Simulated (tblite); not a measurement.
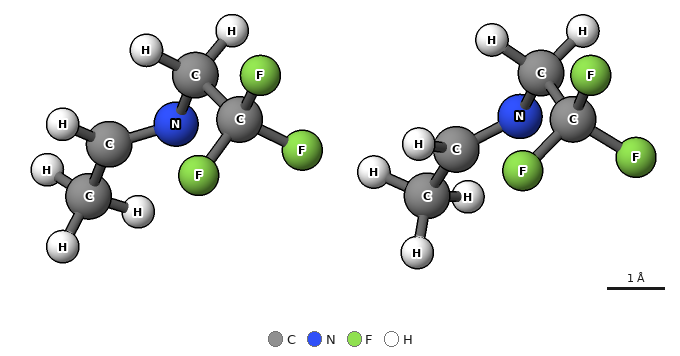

Two geometries of C4H6F3N, drawn at one scale. One is the start of a relaxation, the other its converged end. The picture is a ball-and-stick view, seen from a free direction.

Level of theory: tblite, GFN2-xTB geometry optimisation, gas phase. 

**Which geometry has the lower energy?**

The left one is the relaxed one. The atom that moves furthest after the best rigid fit is an H atom (0.54 Å). Largest moves by element: H 0.54 Å, F 0.30 Å, N 0.26 Å, C 0.16 Å. Some distances before and after: C–N 1.489 → 1.430 Å, C–C 1.507 → 1.481 Å, C–F 1.359 → 1.333 Å, C–N 1.280 → 1.256 Å. Among the angles between lasting bonds that change: C–N–C 114.0° → 120.5°, N–C–C 115.2° → 108.9°, H–C–H 105.3° → 110.1°. Groups turn about C–N by about 30°. The energy falls by 17.2 kJ/mol in 90 geometry steps.
